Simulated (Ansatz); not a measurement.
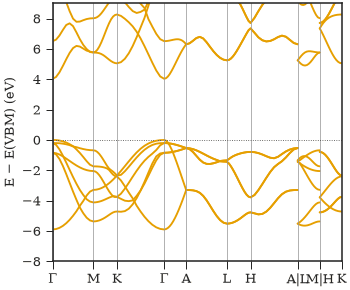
Band structure from DFT-PBE in the program Ansatz with PAW potentials

**Question.** Read off the gap and where the band edges lie.

**Answer.** About 4.0 eV (4.03 eV by a search for the band edges); maximum at Γ, minimum at Γ.

**Question.** Which of these materials gives this?
A. AlN, wurtzite
B. BeSe, P6_222 (Be on 3d, Se on 3c)
C. SiC, wurtzite

**Answer.** A, AlN, wurtzite

Space group P6_3mc (wurtzite). Symmetry was held in the PBE relaxation.

Potentials: the later of the program's two PAW sets.
